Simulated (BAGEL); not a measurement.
# One shape, several levels: triplet BH3O

Wanted: a comparison of 3 runs (ROHF/6-31G*, ROHF/cc-pVTZ, FCI/STO-3G) of triplet BH3O. 

The calculation is run with BAGEL 1.2.2.

### Step 1. The molecule

BH3O: 5 atoms, total charge 0, spin state triplet. SMILES of the parent species: `BO`. The coordinates come from a PBE0-D4/def2-TZVP relaxation. That shape belongs to the parent species and isn't relaxed for this state.

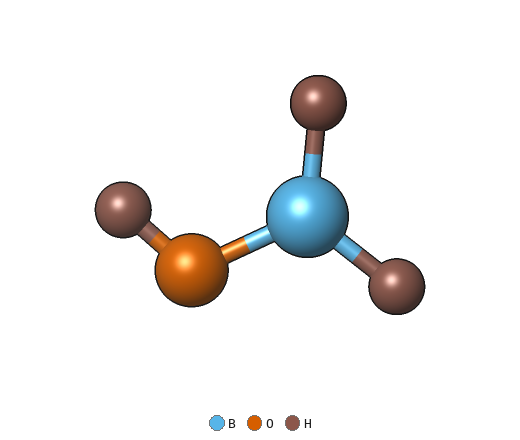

Viewed from a chosen angle; boron blue, oxygen orange, hydrogen brown.

### Step 2. A single-point energy at ROHF/6-31G(d) (density fitting with qzvpp-jkfit, spherical functions) (run 1)

calc.json

```json
{ "bagel" : [

{
  "title" : "molecule",
  "basis" : "6-31gs.json",
  "df_basis" : "qzvpp-jkfit",
  "angstrom" : true,
  "geometry" : [
    { "atom" : "B", "xyz" : [   -0.226600,   -0.352800,    0.074700 ] },
    { "atom" : "O", "xyz" : [    0.413500,    0.801800,    0.345900 ] },
    { "atom" : "H", "xyz" : [   -0.820300,   -0.865500,    0.977800 ] },
    { "atom" : "H", "xyz" : [   -0.190600,   -0.828900,   -1.028100 ] },
    { "atom" : "H", "xyz" : [    0.874000,    1.171800,   -0.411700 ] }
  ]
},
{
  "title" : "rohf",
  "nopen" : 2
},
{
  "title" : "print",
  "file" : "orbitals.molden",
  "orbitals" : true
}

]}
```

The basis set 6-31G* is read from a file made from the Basis Set Exchange's data (not shown).

On the command line:

```bash
$ BAGEL_NUM_THREADS=1 BAGEL calc.json > calc.out
```

What it wrote:

```text
* using 1 threads per process

  ===============================================================
  ===============================================================

  *** Geometry ***

  { "atom" : "B", "xyz" : [     -0.428212,     -0.666695,      0.141163 ] },
  { "atom" : "O", "xyz" : [      0.781402,      1.515182,      0.653656 ] },
  { "atom" : "H", "xyz" : [     -1.550142,     -1.635558,      1.847774 ] },
  { "atom" : "H", "xyz" : [     -0.360182,     -1.566394,     -1.942827 ] },
  { "atom" : "H", "xyz" : [      1.651621,      2.214381,     -0.778000 ] },

  Number of auxiliary basis functions:      206

  Since a DF basis is specified, we compute 2- and 3-index integrals:
    o Being stored without compression. Storage requirement is 0.002 GB

  Number of basis functions:       34
  Number of electrons      :       16

    * METHOD: MOLECULE                             0.05

  *** Open-shell HF ***

  === Nuclear Repulsion ===
    30.4046879546

      * DIIS with orbital gradients will be used.

  === ROHF iteration (6-31gs.json) ===
      0       -100.92484145          0.08171729           0.01
      1       -101.00809401          0.05365861           0.01
      2       -101.03769407          0.03686827           0.01
[... 19 lines of this table left out ...]
     22       -101.06472708          0.00000001           0.01
    * SCF iteration converged.

    * S^2 (ROHF) is 2.0000

    * Permanent dipole moment:
           (   -0.132234,     0.144285,     0.734728) a.u.

    * METHOD: ROHF                                 0.23

    * METHOD: PRINT                                0.00

  ===============================================================
```

It took 0.44 s on 1 thread of Arm Neoverse N1, shared host.

### Step 3. The energy at ROHF/cc-pVTZ (density fitting with qzvpp-jkfit) (run 2)

hf.json

```json
{ "bagel": [

{
  "title": "molecule",
  "basis": "cc-pvtz.json",
  "df_basis": "qzvpp-jkfit",
  "angstrom": "true",
  "geometry": [
    { "atom": "B", "xyz": [      -0.226600,      -0.352800,       0.074700 ] },
    { "atom": "O", "xyz": [       0.413500,       0.801800,       0.345900 ] },
    { "atom": "H", "xyz": [      -0.820300,      -0.865500,       0.977800 ] },
    { "atom": "H", "xyz": [      -0.190600,      -0.828900,      -1.028100 ] },
    { "atom": "H", "xyz": [       0.874000,       1.171800,      -0.411700 ] }
  ]
},

{ "title": "rohf", "nopen": 2 },

{ "title": "print", "file": "orbitals.molden", "orbitals": "true" }

]}
```

The basis set cc-pVTZ is read from a file made from the Basis Set Exchange's data (not shown).

On the command line:

```bash
$ BAGEL_NUM_THREADS=1 BAGEL hf.json > hf.out
```

What it wrote:

```text
* using 1 threads per process

  ===============================================================
  ===============================================================

  *** Geometry ***

  { "atom" : "B", "xyz" : [     -0.428212,     -0.666695,      0.141163 ] },
  { "atom" : "O", "xyz" : [      0.781402,      1.515182,      0.653656 ] },
  { "atom" : "H", "xyz" : [     -1.550142,     -1.635558,      1.847774 ] },
  { "atom" : "H", "xyz" : [     -0.360182,     -1.566394,     -1.942827 ] },
  { "atom" : "H", "xyz" : [      1.651621,      2.214381,     -0.778000 ] },

  Number of auxiliary basis functions:      206

  Since a DF basis is specified, we compute 2- and 3-index integrals:
    o Being stored without compression. Storage requirement is 0.017 GB

  Number of basis functions:      102
  Number of electrons      :       16

    * METHOD: MOLECULE                             0.11

  *** Open-shell HF ***

  === Nuclear Repulsion ===
    30.4046879546

      * DIIS with orbital gradients will be used.

  === ROHF iteration (cc-pvtz.json) ===
      0       -100.95612283          0.04434885           0.04
      1       -101.04395533          0.03340745           0.05
      2       -101.08243854          0.02254940           0.05
[... 24 lines of this table left out ...]
     27       -101.12499848          0.00000001           0.05
    * SCF iteration converged.

    * S^2 (ROHF) is 2.0000

    * Permanent dipole moment:
           (   -0.211806,     0.055097,     0.813311) a.u.

    * METHOD: ROHF                                 1.40

    * METHOD: PRINT                                0.03

  ===============================================================
```

Wall time 1.7 s (1 thread of Arm Neoverse N1, shared host).

### Step 4. A single-point energy at FCI/STO-3G (density fitting with qzvpp-jkfit) (run 3)

calc.json

```json
{ "bagel" : [

{
  "title" : "molecule",
  "basis" : "sto-3g",
  "df_basis" : "qzvpp-jkfit",
  "angstrom" : true,
  "geometry" : [
    { "atom" : "B", "xyz" : [      -0.226600,      -0.352800,       0.074700 ] },
    { "atom" : "O", "xyz" : [       0.413500,       0.801800,       0.345900 ] },
    { "atom" : "H", "xyz" : [      -0.820300,      -0.865500,       0.977800 ] },
    { "atom" : "H", "xyz" : [      -0.190600,      -0.828900,      -1.028100 ] },
    { "atom" : "H", "xyz" : [       0.874000,       1.171800,      -0.411700 ] }
  ]
},

{ "title" : "hf" },

{ "title" : "fci", "nstate" : 1, "ncore" : 2, "nspin" : 2 }

]}
```

On the command line:

```bash
$ BAGEL_NUM_THREADS=1 BAGEL calc.json > calc.out
```

What it wrote:

```text
* using 1 threads per process

  ===============================================================
  ===============================================================

  *** Geometry ***

[... 29 lines left out ...]
    * SCF iteration converged.
[... 1 line left out ...]
    * Permanent dipole moment:
[... 61 lines left out ...]
     * ci vector, state   0, <S^2> = 2.0000
       22222aa....    -0.9289384163
       222a22a....     0.2020899527
       222aa22....    -0.0760620773
       2222a2a....     0.0719802441
       2222aa2....    -0.0668645351
       22a2a22....     0.0601892901
       22a22ba.a..    -0.0581199404
       2a2222a....    -0.0579191079

    * METHOD: FCI                                  9.87

  ===============================================================
```

Wall time 10 s (1 thread of Arm Neoverse N1, shared host); peak memory 0.25 GiB.

### Step 5. All runs side by side

| run | level | start charge | start multiplicity | energy (Eh) | dipole moment (D) | ⟨S²⟩ | wall time |
| --- | --- | --- | --- | --- | --- | --- | --- |
| 1 | ROHF/6-31G* (density fitting with qzvpp-jkfit, spherical functions) | – | – | -101.064727 | 1.93 | 2.000 | 0.44 s |
| 2 | ROHF/cc-pVTZ (density fitting with qzvpp-jkfit) | – | – | -101.124998 | 2.14 | 2.000 | 1.7 s |
| 3 | FCI/STO-3G (density fitting with qzvpp-jkfit) | 0 | 1 | -99.806534 | – | – | 10 s |

### Step 6. Summary of results

| quantity | value |
| --- | --- |
| run 3: total energy | -99.80653 Eh |

In words: In run 3 the basis is minimal, so the values are rough. All runs together took 12 s, the longest 10 s.
